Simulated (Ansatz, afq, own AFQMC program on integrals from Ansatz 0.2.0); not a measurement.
# AlH₃Cl (doublet): quantum Monte Carlo beside coupled cluster at distance Al1–H4 along a hydrogen transfer = 1.702 Å, cc-pVTZ

Aim: compute AlH₃Cl (doublet) with auxiliary-field quantum Monte Carlo on the same integrals as coupled cluster, and set the energies side by side.

Method: cc-pVTZ, frozen cores; program: Ansatz 0.2.0, Gaussian basis, and an in-house AFQMC program (afq) on its integrals; all values are calculated.

The runs, in order: PBE (unrestricted); CCSD(T) on UHF; CCSD(T) on UHF; r2SCAN (unrestricted); PBE0 (unrestricted); CCSD(T) on UHF; B3LYP (unrestricted); wB97M-V (unrestricted); B2PLYP (unrestricted); Phaseless AFQMC, CISD trial on UHF.

## 1. The system

The geometry derives from fragments relaxed apart (PBE0/def2-TZVP) and kept rigid, so it is no stationary point. A hydrogen atom is moved between rigid fragments.

5 atoms, charge 0, spin multiplicity 2.

Atoms are counted from 1 here; the program's logs count them from 0.

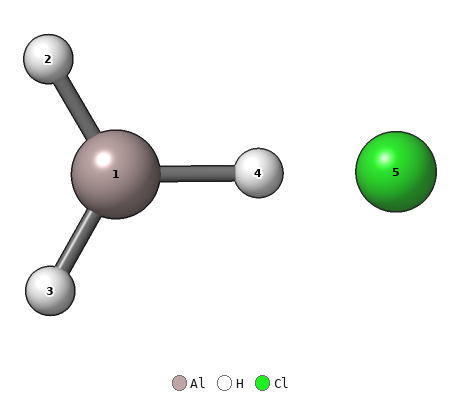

The geometry (aluminium light grey, hydrogen white, chlorine green); atoms are numbered from 1 in the order of the file.

Coordinates:

```
atom    x (Å)    y (Å)   z (Å)
 Al1  -1.8129   0.0000  0.0000
  H2  -2.6059   1.3734  0.0000
  H3  -2.6059  -1.3734  0.0000
  H4  -0.1109   0.0000  0.0000
 Cl5   1.5311   0.0000  0.0000
```

## 2. PBE (unrestricted)

Contents of in.yaml:

```yaml
crystal:
  periodic: [false, false, false]
  atoms:
    - {symbol: Al, position_ang: [-1.812937, 0.000000, 0.000000]}
    - {symbol: H, position_ang: [-2.605861, 1.373384, 0.000000]}
    - {symbol: H, position_ang: [-2.605861, -1.373384, 0.000000]}
    - {symbol: H, position_ang: [-0.110937, 0.000000, 0.000000]}
    - {symbol: Cl, position_ang: [1.531063, 0.000000, 0.000000]}
basis:
  gaussian: {orbitals: cc-pVTZ}
magnetization: {spin_polarized: true, initial_magnetization: 1}
hamiltonian: {xc: {name: PBE}}
output: {orbitals: {seedname: orbitals}}
```

Launch:

```
$ ansatz run in.yaml --threads 1 --pin off --events-out ev --progress --plain --max-ram 5632MiB --backend cpu
```

Output:

```text
Functional definition: PBE
  name "PBE"
  cite "Perdew, Burke & Ernzerhof, Phys. Rev. Lett. 77, 3865 (1996) doi:10.1103/PhysRevLett.77.3865"
  parent pbe
  parameter kappa = 0.804
  parameter beta = 0.06672455060314922
  exchange = pbe_x(kappa = kappa, mu = beta*pi^2/3)
  correlation = pbe_c(beta = beta)
726 factors; their error is unknown
mean field evaluation 1: about -19157.1434 eV, gradient 1.2e1 eV
mean field evaluation 2: about -19157.5261 eV, gradient 1.1e1 eV
mean field evaluation 4: about -19158.2506 eV, gradient 1.2e0 eV
mean field evaluation 8: about -19158.2430 eV, gradient 1.3e-1 eV
mean field evaluation 16: about -19158.2431 eV, gradient 3.8e-5 eV
mean field -19158.24310922 eV, -704.0524483402 hartree, gradient 3.8e-5 eV, S^2 0.752124; 0 other end points of the search recorded, 0 dependent functions left out
reference -19158.24315160 eV, -704.0524498977 hartree; 17, 16 occupied and 93, 94 virtual orbitals, 726 factors
Total energy: -19158.24315160 eV, -704.0524498977 hartree
```

Wall time 1.8 s (1 thread of AMD EPYC 7R13 (Zen 3), shared host); peak memory 1.8 GiB.

From the report: ⟨S²⟩ of the determinant 0.752 (pure doublet: 0.75).

## 3. CCSD(T) on UHF

Changes to in.yaml since step 2:

```diff
@@ -11,3 +11,2 @@
 magnetization: {spin_polarized: true, initial_magnetization: 1}
-hamiltonian: {xc: {name: PBE}}
-output: {orbitals: {seedname: orbitals}}
+correlation: {method: ccsd_t, electrons: outside_noble_gas, hamiltonian_folder: ham}
```

Launch:

```
$ ansatz run in.yaml --threads 1 --pin off --events-out ev --progress --plain --max-ram 16896MiB --backend cuda --devices 0, --max-vram 18GiB
```

Output, shortened:

```text
Functional definition: HF
  name "HF"
  cite "Fock, Z. Phys. 61, 126 (1930) doi:10.1007/BF01340294"
  parent pbe
[...]
644 factors; integrals over basis functions are off by at most 1.8e-3 eV
[...]
mean field -19132.90582303 eV, -703.1213202471 hartree, gradient 8.3e-6 eV, S^2 0.776001; 2 other end points of the search recorded, 0 dependent functions left out
determinant -19132.90582303 eV, -703.1213202471 hartree, with singles and doubles -19141.67840316 eV, -703.4437066204 hartree
determinant -19130.77401234 eV, -703.0429776491 hartree, with singles and doubles -19139.40867200 eV, -703.3602955388 hartree
determinant -19130.75764711 eV, -703.0423762379 hartree, with singles and doubles -19139.39243842 eV, -703.3596989659 hartree
10 core orbitals not correlated: weight in the atoms' cores, before any rotation towards them, 1.000 or more for the frozen orbitals, at most 0.000 for the correlated occupied ones
reference -19132.90582303 eV, -703.1213202471 hartree; 7, 6 occupied and 93, 94 virtual orbitals, 644 factors
second order -7.53781398 eV of doubles, -0.00000000 eV of singles
cycle   1  -8.64229506 eV  change   -3.6e-1 eV  update   2.0e-2
[...]
cycle   9  -8.65571967 eV  change   -1.2e-6 eV  update   1.1e-5
perturbative correction -0.28178879 eV, -0.0103555472 hartree
Total energy: -19141.84333150 eV, -703.4497676251 hartree
```

It took 2.6 s on 1 × NVIDIA H100 80GB HBM3 with 1 thread of AMD EPYC 7R13 (Zen 3), shared host; peak host memory 1.8 GiB.

From the report: ⟨S²⟩ of the determinant 0.776 (pure doublet: 0.75); correlation -8.9375 eV; T1 0.015; largest double amplitude 0.04.

This run also writes the integrals to the folder ham.

## 4. CCSD(T) on UHF

Changes to in.yaml since step 3:

```diff
@@ -9,4 +9,4 @@
 basis:
-  gaussian: {orbitals: cc-pVTZ}
+  gaussian: {orbitals: def2-TZVPP}
 magnetization: {spin_polarized: true, initial_magnetization: 1}
-correlation: {method: ccsd_t, electrons: outside_noble_gas, hamiltonian_folder: ham}
+correlation: {method: ccsd_t, electrons: outside_noble_gas}
```

Same command.

Output, shortened:

```text
Functional definition: HF
  name "HF"
  cite "Fock, Z. Phys. 61, 126 (1930) doi:10.1007/BF01340294"
  parent pbe
[...]
729 factors; integrals over basis functions are off by at most 1.8e-3 eV
[...]
mean field -19132.59848484 eV, -703.1100257767 hartree, gradient 3.0e-6 eV, S^2 0.776559; 2 other end points of the search recorded, 0 dependent functions left out
determinant -19132.59848484 eV, -703.1100257767 hartree, with singles and doubles -19141.41300972 eV, -703.4339535915 hartree
determinant -19130.46859702 eV, -703.0317538431 hartree, with singles and doubles -19139.14499251 eV, -703.3506054965 hartree
determinant -19130.45212607 eV, -703.0311485469 hartree, with singles and doubles -19139.12788112 eV, -703.3499766645 hartree
10 core orbitals not correlated: weight in the atoms' cores, before any rotation towards them, 1.000 or more for the frozen orbitals, at most 0.000 for the correlated occupied ones
reference -19132.59848484 eV, -703.1100257767 hartree; 7, 6 occupied and 109, 110 virtual orbitals, 729 factors
second order -7.56133527 eV of doubles, -0.00000000 eV of singles
cycle   1  -8.67334909 eV  change   -3.8e-1 eV  update   2.1e-2
[...]
cycle   9  -8.69257343 eV  change   -4.1e-8 eV  update   1.1e-5
perturbative correction -0.28925014 eV, -0.0106297465 hartree
Total energy: -19141.58030840 eV, -703.4401017047 hartree
```

It took 2.9 s on 1 × NVIDIA H100 80GB HBM3 with 1 thread of AMD EPYC 7R13 (Zen 3), shared host; peak host memory 1.8 GiB.

From the report: ⟨S²⟩ of the determinant 0.777 (pure doublet: 0.75); correlation -8.9818 eV; T1 0.015; largest double amplitude 0.04.

## 5. r2SCAN (unrestricted)

Changes to in.yaml since step 4:

```diff
@@ -9,4 +9,4 @@
 basis:
-  gaussian: {orbitals: def2-TZVPP}
+  gaussian: {orbitals: cc-pVTZ}
 magnetization: {spin_polarized: true, initial_magnetization: 1}
-correlation: {method: ccsd_t, electrons: outside_noble_gas}
+hamiltonian: {xc: {name: r2SCAN}}
```

Launch:

```
$ ansatz run in.yaml --threads 1 --pin off --events-out ev --progress --plain --max-ram 5632MiB --backend cpu
```

Output:

```text
Functional definition: r2SCAN
  name "r2SCAN"
  cite "Furness, Kaplan, Ning, Perdew & Sun, J. Phys. Chem. Lett. 11, 8208 (2020) doi:10.1021/acs.jpclett.0c02405"
  cite "Furness, Kaplan, Ning, Perdew & Sun, J. Phys. Chem. Lett. 11, 9248 (2020) doi:10.1021/acs.jpclett.0c03077"
  parent r2scan
  parameter k0 = 0.174
  parameter k1 = 0.065
  parameter a1 = 4.9479
  exchange = r2scan_x(k0 = k0, k1 = k1, a1 = a1)
  correlation = r2scan_c
726 factors; their error is unknown
mean field evaluation 1: about -19164.8925 eV, gradient 1.1e1 eV
mean field evaluation 2: about -19165.2283 eV, gradient 8.9e0 eV
mean field evaluation 4: about -19165.6525 eV, gradient 8.8e-1 eV
mean field evaluation 8: about -19165.6429 eV, gradient 1.3e-1 eV
mean field evaluation 16: about -19165.6430 eV, gradient 2.2e-5 eV
mean field -19165.64296922 eV, -704.3243881795 hartree, gradient 2.2e-5 eV, S^2 0.755265; 0 other end points of the search recorded, 0 dependent functions left out
reference -19165.64298465 eV, -704.3243887467 hartree; 17, 16 occupied and 93, 94 virtual orbitals, 726 factors
Total energy: -19165.64298465 eV, -704.3243887467 hartree
```

Wall time 4.1 s (1 thread of AMD EPYC 7R13 (Zen 3), shared host); peak memory 1.8 GiB.

From the report: ⟨S²⟩ of the determinant 0.755 (pure doublet: 0.75).

## 6. PBE0 (unrestricted)

Changes to in.yaml since step 5:

```diff
@@ -11,2 +11,3 @@
 magnetization: {spin_polarized: true, initial_magnetization: 1}
-hamiltonian: {xc: {name: r2SCAN}}
+hamiltonian: {xc: {name: PBE0}}
+output: {orbitals: {seedname: orbitals}}
```

Same command.

Output:

```text
Functional definition: PBE0
  name "PBE0"
  cite "Adamo & Barone, J. Chem. Phys. 110, 6158 (1999) doi:10.1063/1.478522"
  cite "Perdew, Burke & Ernzerhof, Phys. Rev. Lett. 77, 3865 (1996) doi:10.1103/PhysRevLett.77.3865"
  parent pbe
  parameter a = 0.25
  parameter kappa = 0.804
  parameter beta = 0.06672455060314922
  exchange = (1 - a)*pbe_x(kappa = kappa, mu = beta*pi^2/3) + a*exact_x
  correlation = pbe_c(beta = beta)
764 factors; their error is unknown
mean field evaluation 1: about -19159.1864 eV, gradient 9.7e0 eV
mean field evaluation 2: about -19159.3659 eV, gradient 9.2e0 eV
mean field evaluation 4: about -19159.8125 eV, gradient 5.0e-1 eV
mean field evaluation 8: about -19159.9076 eV, gradient 1.8e-1 eV
mean field evaluation 16: about -19159.9077 eV, gradient 7.6e-5 eV
mean field -19159.90768818 eV, -704.1136204889 hartree, gradient 7.6e-5 eV, S^2 0.755220; 0 other end points of the search recorded, 0 dependent functions left out
reference -19159.90772018 eV, -704.1136216649 hartree; 17, 16 occupied and 93, 94 virtual orbitals, 764 factors
Total energy: -19159.90772018 eV, -704.1136216649 hartree
```

Run time: 2.3 s. Hardware: 1 thread of AMD EPYC 7R13 (Zen 3), shared host; peak memory 1.8 GiB.

From the report: ⟨S²⟩ of the determinant 0.755 (pure doublet: 0.75).

## 7. CCSD(T) on UHF

Changes to in.yaml since step 6:

```diff
@@ -9,5 +9,4 @@
 basis:
-  gaussian: {orbitals: cc-pVTZ}
+  gaussian: {orbitals: "def2-QZVPP.json"}
 magnetization: {spin_polarized: true, initial_magnetization: 1}
-hamiltonian: {xc: {name: PBE0}}
-output: {orbitals: {seedname: orbitals}}
+correlation: {method: ccsd_t, electrons: outside_noble_gas}
```

Launch:

```
$ ansatz run in.yaml --threads 1 --pin off --events-out ev --progress --plain --max-ram 16896MiB --backend cuda --devices 0, --max-vram 18GiB
```

Output, shortened:

```text
Functional definition: HF
  name "HF"
  cite "Fock, Z. Phys. 61, 126 (1930) doi:10.1007/BF01340294"
  parent pbe
[...]
1332 factors; integrals over basis functions are off by at most 1.2e-3 eV
[...]
mean field -19133.16159584 eV, -703.1307197246 hartree, gradient 2.4e-6 eV, S^2 0.777114; 2 other end points of the search recorded, 0 dependent functions left out
determinant -19133.16159584 eV, -703.1307197246 hartree, with singles and doubles -19142.70041489 eV, -703.4812648588 hartree
determinant -19131.03030459 eV, -703.0523962154 hartree, with singles and doubles -19140.39908905 eV, -703.3966926941 hartree
determinant -19131.01465937 eV, -703.0518212643 hartree, with singles and doubles -19140.38392924 eV, -703.3961355813 hartree
10 core orbitals not correlated: weight in the atoms' cores, before any rotation towards them, 1.000 or more for the frozen orbitals, at most 0.000 for the correlated occupied ones
reference -19133.16159584 eV, -703.1307197246 hartree; 7, 6 occupied and 213, 214 virtual orbitals, 1332 factors
second order -8.26933045 eV of doubles, -0.00000000 eV of singles
cycle   1  -9.28899513 eV  change   -7.7e-1 eV  update   2.4e-2
[...]
cycle   9  -9.31977539 eV  change    8.8e-6 eV  update   1.2e-5
perturbative correction -0.35206194 eV, -0.0129380375 hartree
Total energy: -19142.83343317 eV, -703.4861531906 hartree
```

It took 4.9 s on 1 × NVIDIA H100 80GB HBM3 with 1 thread of AMD EPYC 7R13 (Zen 3), shared host; peak host memory 1.8 GiB.

From the report: ⟨S²⟩ of the determinant 0.777 (pure doublet: 0.75); correlation -9.6718 eV; T1 0.016; largest double amplitude 0.03.

## 8. B3LYP (unrestricted)

Changes to in.yaml since step 7:

```diff
@@ -9,4 +9,4 @@
 basis:
-  gaussian: {orbitals: "def2-QZVPP.json"}
+  gaussian: {orbitals: cc-pVTZ}
 magnetization: {spin_polarized: true, initial_magnetization: 1}
-correlation: {method: ccsd_t, electrons: outside_noble_gas}
+hamiltonian: {xc: {name: B3LYP}}
```

Launch:

```
$ ansatz run in.yaml --threads 1 --pin off --events-out ev --progress --plain --max-ram 5632MiB --backend cpu
```

Output, shortened:

```text
Functional definition: B3LYP
  name "B3LYP"
  cite "Stephens, Devlin, Chabalowski & Frisch, J. Phys. Chem. 98, 11623 (1994) doi:10.1021/j100096a001"
  cite "Becke, Phys. Rev. A 38, 3098 (1988) doi:10.1103/PhysRevA.38.3098"
  cite "Lee, Yang & Parr, Phys. Rev. B 37, 785 (1988) doi:10.1103/PhysRevB.37.785"
  cite "Vosko, Wilk & Nusair, Can. J. Phys. 58, 1200 (1980) doi:10.1139/p80-159"
[...]
753 factors; their error is unknown
[...]
mean field -19168.56475945 eV, -704.4317619900 hartree, gradient 1.3e-5 eV, S^2 0.753863; 0 other end points of the search recorded, 0 dependent functions left out
reference -19168.56501420 eV, -704.4317713517 hartree; 17, 16 occupied and 93, 94 virtual orbitals, 753 factors
Total energy: -19168.56501420 eV, -704.4317713517 hartree
```

It took 2.3 s on 1 thread of AMD EPYC 7R13 (Zen 3), shared host; peak memory 1.8 GiB.

From the report: ⟨S²⟩ of the determinant 0.754 (pure doublet: 0.75).

## 9. wB97M-V (unrestricted)

Changes to in.yaml since step 8:

```diff
@@ -11,2 +11,3 @@
 magnetization: {spin_polarized: true, initial_magnetization: 1}
-hamiltonian: {xc: {name: B3LYP}}
+hamiltonian: {xc: {name: wB97M-V}}
+output: {orbitals: {seedname: orbitals}}
```

Launched as before.

Output, shortened:

```text
Functional definition: wB97M-V
  name "wB97M-V"
  cite "Mardirossian & Head-Gordon, J. Chem. Phys. 144, 214110 (2016) doi:10.1063/1.4952647"
  cite "Becke, J. Chem. Phys. 107, 8554 (1997) doi:10.1063/1.475007"
  cite "Vydrov & Van Voorhis, J. Chem. Phys. 133, 244103 (2010) doi:10.1063/1.3521275"
  # Of w^i u^j: cxij and so on, Table III.
[...]
  gx(w, u) = 1 - cx + cx01*u + cx10*w
  gss(w, u) = css00 + css04*u^4 + css10*w + css20*w^2 + css43*w^4*u^3
  gos(w, u) = cos00 + cos10*w + (cos20 + cos21*u)*w^2 + (cos60 + cos61*u)*w^6
[...]
      + integral(e_c_pw_mod_opposite_spin*gos(b97_w_opposite, b97_u_opposite)) + vv10(b, c)
729 factors; their error is unknown
167 factors; integrals over basis functions are off by at most 6.8e-5 eV
[...]
mean field -19165.69802054 eV, -704.3264112780 hartree, gradient 3.3e-5 eV, S^2 0.753868; 0 other end points of the search recorded, 0 dependent functions left out
reference -19165.69806931 eV, -704.3264130703 hartree; 17, 16 occupied and 93, 94 virtual orbitals, 729 factors
Total energy: -19165.69806931 eV, -704.3264130703 hartree
```

It took 8.5 s on 1 thread of AMD EPYC 7R13 (Zen 3), shared host; peak memory 1.8 GiB.

From the report: ⟨S²⟩ of the determinant 0.754 (pure doublet: 0.75).

## 10. B2PLYP (unrestricted)

Changes to in.yaml since step 9:

```diff
@@ -11,3 +11,3 @@
 magnetization: {spin_polarized: true, initial_magnetization: 1}
-hamiltonian: {xc: {name: wB97M-V}}
-output: {orbitals: {seedname: orbitals}}
+hamiltonian: {xc: {name: B2PLYP}}
+correlation: {electrons: outside_noble_gas}
```

The command is unchanged.

Output, shortened:

```text
Functional definition: B2PLYP
  name "B2PLYP"
  cite "Grimme, J. Chem. Phys. 124, 034108 (2006) doi:10.1063/1.2148954"
  cite "Becke, Phys. Rev. A 38, 3098 (1988) doi:10.1103/PhysRevA.38.3098"
  cite "Lee, Yang & Parr, Phys. Rev. B 37, 785 (1988) doi:10.1103/PhysRevB.37.785"
[...]
644 factors; integrals over basis functions are off by at most 1.8e-3 eV
[...]
mean field -19157.89944094 eV, -704.0398187641 hartree, gradient 8.8e-6 eV, S^2 0.760503; 0 other end points of the search recorded, 0 dependent functions left out
10 core orbitals not correlated: weight in the atoms' cores, before any rotation towards them, 1.000 or more for the frozen orbitals, at most 0.000 for the correlated occupied ones
reference -19157.89960314 eV, -704.0398247245 hartree; 7, 6 occupied and 93, 94 virtual orbitals, 644 factors
second order -9.29923572 eV of doubles, -0.00000000 eV of singles
Total energy: -19160.41039678 eV, -704.1320946890 hartree
```

It took 3 s on 1 thread of AMD EPYC 7R13 (Zen 3), shared host; peak memory 1.9 GiB.

From the report: ⟨S²⟩ of the determinant 0.761 (pure doublet: 0.75).

## 11. Phaseless AFQMC, CISD trial on UHF

It reads the integrals that the CCSD(T) run on this determinant wrote.

Launch:

```
$ afq ham --method phaseless --trial cisd --walkers 900 --populations 20 --least-time 60 --time-step 0.005 --steps-per-block 50 --equilibration-blocks 28 --max-blocks 4000 --target-error 0.00021 --factor-cut 1e-05 --start spin_pure --seed 5264 --release-times 0.24,0.51,0.99,1.62,2.4 --release-step 0.03 --release-every 3 --taylor-order 6
```

Output:

```text
orbitals 100  electrons 7 6  factors 630 of 644
reference energy -703.12132025 Eh
CCSD correlation -0.31809196 Eh in 11 cycles, weight of the determinant in the CISD state 0.8613
energy of the start -703.438091 Eh
 block  time / (1/Eh)  mean weight  energy / Eh
     1     0.250  0.9995  -703.433638
     2     0.500  0.9999  -703.437346
     3     0.750  0.9990  -703.441050
     4     1.000  1.0000  -703.443432
     5     1.250  1.0003  -703.445604
     6     1.500  0.9999  -703.447574
     7     1.750  0.9995  -703.449153
     8     2.000  1.0001  -703.449415
     9     2.250  1.0002  -703.450113
    10     2.500  0.9999  -703.450473
    11     2.750  1.0002  -703.450141
    13     3.250  0.9998  -703.448668
    15     3.750  1.0004  -703.449197
    17     4.250  1.0006  -703.449597
    19     4.750  0.9992  -703.449312
    21     5.250  1.0000  -703.449455
    23     5.750  1.0002  -703.451184
    25     6.250  1.0005  -703.448643
    27     6.750  1.0006  -703.449890
    29     7.250  0.9996  -703.450874
    31     7.750  1.0001  -703.450055
    33     8.250  0.9999  -703.451686
    35     8.750  1.0005  -703.452847
    37     9.250  0.9998  -703.450004
    39     9.750  0.9997  -703.450473
    41    10.250  0.9998  -703.450407
    43    10.750  0.9994  -703.451829
    45    11.250  1.0003  -703.449663
    47    11.750  0.9997  -703.450630
    49    12.250  1.0006  -703.450331
    51    12.750  1.0009  -703.451260
    53    13.250  0.9994  -703.451821
    55    13.750  0.9990  -703.451273
    57    14.250  0.9997  -703.450740
    59    14.750  0.9998  -703.452125
    61    15.250  0.9999  -703.450572
    63    15.750  0.9998  -703.449591
    65    16.250  1.0003  -703.450278
    67    16.750  1.0000  -703.448969
    69    17.250  0.9999  -703.450601
    71    17.750  1.0003  -703.448949
    73    18.250  0.9999  -703.449886
    75    18.750  1.0003  -703.449475
    77    19.250  1.0007  -703.450135
    79    19.750  0.9999  -703.449311
    81    20.250  0.9994  -703.450994
    83    20.750  1.0003  -703.450258
    85    21.250  0.9995  -703.450535
    87    21.750  0.9995  -703.451402
    89    22.250  1.0007  -703.449445
    91    22.750  1.0000  -703.449778
    93    23.250  1.0004  -703.450525
    95    23.750  1.0001  -703.451645
    97    24.250  1.0002  -703.449883
    99    24.750  1.0000  -703.450617
   101    25.250  1.0004  -703.450450
   103    25.750  0.9998  -703.449166
   105    26.250  0.9998  -703.451739
   107    26.750  1.0004  -703.450353
error from the spread of 20 populations
released: time / (1/Eh)  energy / Eh  error  mean overlap
  0.24  -703.450803  0.000182  0.9929
  0.51  -703.451318  0.000203  0.9815
  0.99  -703.451529  0.000252  0.9687
  1.62  -703.451462  0.000236  0.9589
  2.40  -703.451116  0.000377  0.9694
energy -703.450348 +/- 0.000188 Eh
```

It took 74 s on 1 × NVIDIA H100 80GB HBM3 with 2 threads of AMD EPYC 7R13 (Zen 3), shared host; peak host memory 1.9 GiB.

Energy -19141.8591 ± 0.0051 eV. Caveats: constraint bias not in the error.

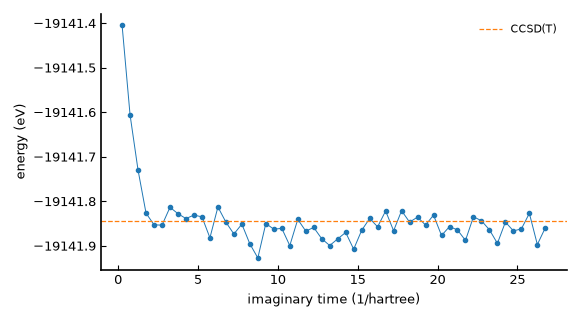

Block energies along the walk.

## 12. AFQMC on the ladder

On the UHF determinant, counted from CCSD(T) (a yardstick, not exact):

```
                                               level  energy (eV)  from CCSD(T) (kcal/mol)  statistical error (kcal/mol)  time
                                                  HF  -19132.9058                  +206.10                                    
                                                 MP2  -19140.4436                   +32.28                                    
                                                CCSD  -19141.5615                    +6.50                                    
                                             CCSD(T)  -19141.8433                     0.00                                    
Phaseless AFQMC, CISD trial, step 0.005, 900 walkers  -19141.8591                    -0.36                          0.12  74 s
```

The functionals' totals stand on their own zeros and serve differences with other points: PBE -19158.243 eV; r2SCAN -19165.643 eV; PBE0 -19159.908 eV; B3LYP -19168.565 eV; wB97M-V -19165.698 eV; B2PLYP -19160.410 eV.

## 13. Results

| quantity | value |
| --- | --- |
| Phaseless AFQMC, CISD trial on UHF from CCSD(T) | -0.36 ± 0.12 kcal/mol |

What this shows: On UHF the phaseless walk with the CISD trial lies -0.36 kcal/mol from CCSD(T), 3 times its error bar. Error bars are statistical and leave out the constraint, the time step and what remains of the start.
